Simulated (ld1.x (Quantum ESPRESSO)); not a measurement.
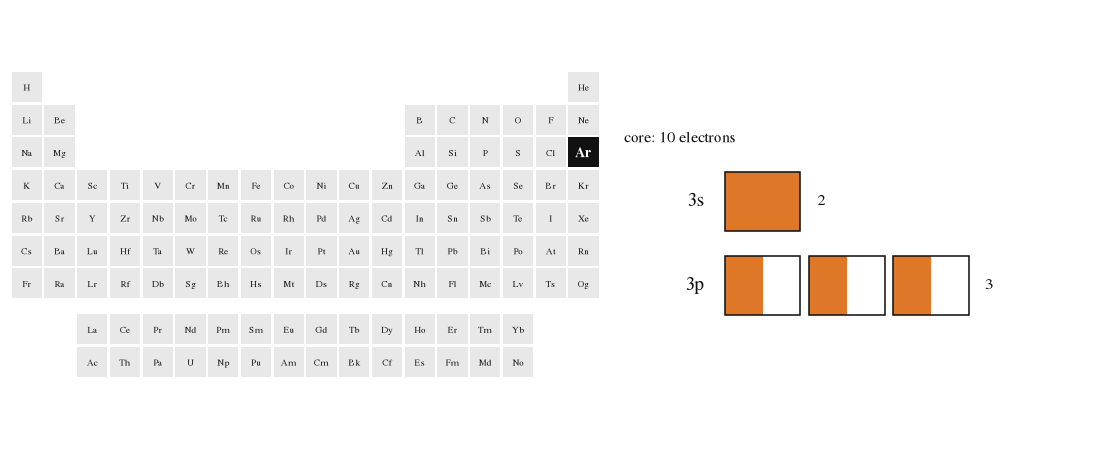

Figure 1. Left, the place of argon in the periodic table; right, the valence shells of the reference configuration: a box for each of the 2l + 1 orbitals, shaded by the share of the shell that is filled, with the electron count at the right. The shells are those of the unaltered input.

# Pseudopotential generation for Ar

Argon (Ar, Z = 18), core [Ne], reference valence 3s2 3p3 (an ion of charge +3), valence charge 8. (This line and the method describe the unaltered input from which the odd one was made.) Computed at this level: TM semilocal potential, PBEsol, scalar-relativistic, made with ld1.x (Quantum ESPRESSO) 7.5.

### What the run reported

```
 quantity                      value
  outcome                  generated
 hardware  1 CPU thread, shared host
wall time                     0.85 s
```

### What is odd here

One thing in this input was made odd on purpose: threshold tr2=1e-20. The program ran to the end. The all-electron atom is untouched: its total energy equals that from the unaltered input (−1050.5643 Ry). The pseudo-atom's energy and levels in the reference configuration are also those from the unaltered input, so the oddity leaves no trace there. The pseudo-atom meets the occupied all-electron levels that the test lists within 0.00005 Ry. No test for ghost states or cutoffs was run on this potential, so its soundness isn't shown. Warnings of the program, in the generation or the tests: convergence not achieved.

### Input
```
 &input
   title='Ar', zed=18., rel=1, dft='PBESOL', iswitch=3, tr2=1e-20,
   config='[Ne] 3s2 3p3 3d-2',
   nld=3, rlderiv=1.05, eminld=-7.0, emaxld=5.0, deld=0.02
 /
 &inputp
   pseudotype=1, tm=.true., lloc=1,
   nlcc=.true., new_core_ps=.true.,
   file_pseudopw='Ar.pp', file_wfcaegen='ae.wfc', file_wfcncgen='nc.wfc'
 /
3
3S  1  0   2.00   0.00  0.85  0.85  0.0
3D  3  2  -2.00   0.10  0.90  0.90  0.0
3P  2  1   3.00   0.00  0.95  0.95  0.0
 &test
   configts(1)='3s2 3p3'
 /
```

Command:
```bash
ld1.x < Ar.in > Ar.out
```

### Output
```
     Program LD1 v.7.5
     --------------------------- All-electron run ----------------------------

     Ar
     scalar relativistic calculation

     atomic number is 18.00
     dft =PBESOL   lsd =0 sic =0 latt =0  beta=0.20 tr2=1.0E-20
     Exchange-correlation= PBESOL
                           (   1   4  10   8   0   0   0)
     mesh =1161 r(mesh) = 100.44680 a.u. xmin = -7.00 dx = 0.01250
     1 Ry =  13.60569312 eV, c = 137.03599908

     n l     nl                  e(Ry)          e(Ha)          e(eV)
     1 0     1S 1( 2.00)      -232.6501      -116.3250     -3165.3655
     2 0     2S 1( 2.00)       -25.3209       -12.6605      -344.5090
     2 1     2P 1( 6.00)       -20.4266       -10.2133      -277.9181
     3 0     3S 1( 2.00)        -4.8121        -2.4060       -65.4716
     3 1     3P 1( 3.00)        -3.6658        -1.8329       -49.8756

     final scf error:  8.2E-21 reached in  77 iterations

     Etot =   -1050.564262 Ry,    -525.282131 Ha,  -14293.654951 eV

     Ekin =    1056.085683 Ry,     528.042841 Ha,   14368.777714 eV
     Encl =   -2458.309465 Ry,   -1229.154733 Ha,  -33447.004185 eV
     Eh   =     408.968294 Ry,     204.484147 Ha,    5564.297104 eV
     Exc  =     -57.308773 Ry,     -28.654387 Ha,    -779.725584 eV

     normalization and overlap integrals

     s(1S/1S) =  1.000000  <r> =   0.0858  <r2> =    0.0099  r(max) =   0.0563
     s(2S/2S) =  1.000000  <r> =   0.4138  <r2> =    0.2031  r(max) =   0.3403
     s(2P/2P) =  1.000000  <r> =   0.3759  <r2> =    0.1755  r(max) =   0.2821
     s(3S/3S) =  1.000000  <r> =   1.2913  <r2> =    1.9098  r(max) =   1.1299
     s(3P/3P) =  1.000000  <r> =   1.3958  <r2> =    2.2628  r(max) =   1.2028

     ------------------------ End of All-electron run ------------------------

     --------------------- Generating NC pseudopotential ---------------------

      Generating local pot.: lloc=1, matching radius rcloc =   0.9500

      Computing core charge for nlcc:

       r > 0.72 : true rho core
      Core charge pseudized with two Bessel functions
      Integrated core pseudo-charge :   5.40

      Wfc   3S  rcut= 0.848  Using Troullier-Martins method

      Wfc   3D  rcut= 0.891  Using Troullier-Martins method

     ------------------- End of pseudopotential generation -------------------

     --------------------------- All-electron run ----------------------------

     Ar
     scalar relativistic calculation

     atomic number is 18.00
     dft =PBESOL   lsd =0 sic =0 latt =0  beta=0.20 tr2=1.0E-20
     Exchange-correlation= PBESOL
                           (   1   4  10   8   0   0   0)
     mesh =1161 r(mesh) = 100.44680 a.u. xmin = -7.00 dx = 0.01250
     1 Ry =  13.60569312 eV, c = 137.03599908

     n l     nl                  e(Ry)          e(Ha)          e(eV)
     1 0     1S 1( 2.00)      -232.6501      -116.3250     -3165.3655
     2 0     2S 1( 2.00)       -25.3209       -12.6605      -344.5090
     2 1     2P 1( 6.00)       -20.4266       -10.2133      -277.9181
     3 0     3S 1( 2.00)        -4.8121        -2.4060       -65.4716
     3 1     3P 1( 3.00)        -3.6658        -1.8329       -49.8756

     final scf error:  8.2E-21 reached in  77 iterations

     Etot =   -1050.564262 Ry,    -525.282131 Ha,  -14293.654951 eV

     Ekin =    1056.085683 Ry,     528.042841 Ha,   14368.777714 eV
     Encl =   -2458.309465 Ry,   -1229.154733 Ha,  -33447.004185 eV
     Eh   =     408.968294 Ry,     204.484147 Ha,    5564.297104 eV
     Exc  =     -57.308773 Ry,     -28.654387 Ha,    -779.725584 eV

     normalization and overlap integrals

     s(1S/1S) =  1.000000  <r> =   0.0858  <r2> =    0.0099  r(max) =   0.0563
     s(2S/2S) =  1.000000  <r> =   0.4138  <r2> =    0.2031  r(max) =   0.3403
     s(2P/2P) =  1.000000  <r> =   0.3759  <r2> =    0.1755  r(max) =   0.2821
     s(3S/3S) =  1.000000  <r> =   1.2913  <r2> =    1.9098  r(max) =   1.1299
     s(3P/3P) =  1.000000  <r> =   1.3958  <r2> =    2.2628  r(max) =   1.2028

     ------------------------ End of All-electron run ------------------------

     Computing logarithmic derivative in   1.05485
     Message from routine run_pseudo:
     Warning: convergence not achieved
     Computing logarithmic derivative in   1.05485
     Computing the partial wave expansion
     R is outside the sphere for l=    0 j= 0.00
       no projector for channel:   1
     R is outside the sphere for l=    2 j= 0.00

     ---------------------- Testing the pseudopotential ----------------------

     Ar
     scalar relativistic calculation

     atomic number is 18.00   valence charge is  8.00
     dft =PBESOL   lsd =0 sic =0 latt =0  beta=0.20 tr2=1.0E-20
     mesh =1161 r(mesh) = 100.44680 xmin = -7.00 dx = 0.01250

     n l     nl             e AE (Ry)        e PS (Ry)    De AE-PS (Ry)
     1 0     3S   1( 2.00)       -4.81208       -4.81203       -0.00005
     2 1     3P   1( 3.00)       -3.66579       -3.66575       -0.00004

     eps = 5.8E-18  iter =201

     Etot =   -1050.564262 Ry,    -525.282131 Ha,  -14293.654951 eV
     Etotps =   -50.472464 Ry,     -25.236232 Ha,    -686.712861 eV

     Ekin =      12.406034 Ry,       6.203017 Ha,     168.792694 eV
     Encl =     -61.237139 Ry,     -30.618569 Ha,    -833.173715 eV
     Ehrt =      16.533242 Ry,       8.266621 Ha,     224.946221 eV
     Ecxc =     -19.868803 Ry,      -9.934401 Ha,    -270.328832 eV
     (Ecc =     -14.522317 Ry,      -7.261158 Ha,    -197.586182 eV)
     Epseu=       1.694200 Ry,       0.847100 Ha,      23.050771 eV

     ---------------------- End of pseudopotential test ----------------------
```
